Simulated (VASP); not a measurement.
Band structure of Be₂C (antifluorite). Calculation: rev-vdW-DF2, VASP's PBE PAW potentials (set 64) (plane waves; VASP).

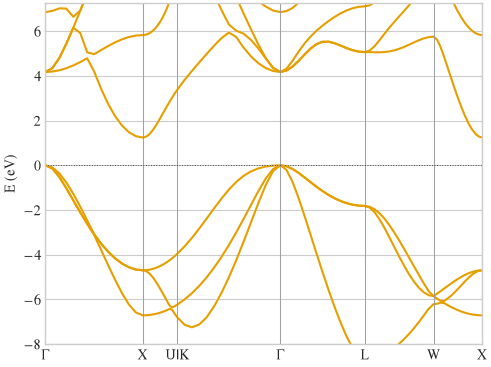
Figure. Bands along high-symmetry lines, zero at the valence-band maximum or, without a gap, the Fermi level

### Question
Read the plot: is there a gap, and where are the band edges?

### Answer
The gap is indirect, 1.24 eV, from the valence maximum at Γ to the conduction minimum at X. (Edges off the drawn lines would not show.)

The compound is Be2C in the antifluorite structure. It was relaxed first.
